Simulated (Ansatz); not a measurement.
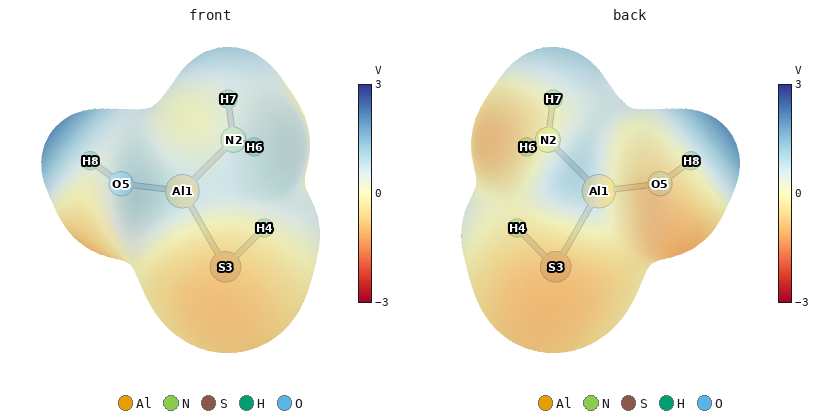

*AlH4NOS. The electrostatic potential painted on the density surface at 0.001 e/bohr³, seen from the front and from behind; red is negative and blue positive.*

Not at a stationary point (largest force 1.4 eV/Å).

The calculation used UKS PBE-D4/def2-SVP (Ansatz 0.2.0).

```xyz
8

Al   -0.5723    0.0548   -0.1096
N     1.2630    0.0735    0.2680
S    -1.0011   -2.0566   -0.4216
H     0.3649   -1.9729   -0.4115
O    -1.6427    1.3284   -0.4279
H     1.6020   -0.6011    0.9620
H     1.8268    0.9304    0.3431
H    -1.8406    2.2435   -0.2024
```

Where is the surface potential most negative and most positive?

The most negative region (about −1.1 V, or −25 kcal/mol for a unit charge) lies over O5, the most positive (about +2.0 V, or +46 kcal/mol for a unit charge) over H8. O5 is the likeliest acceptor of a hydrogen bond.
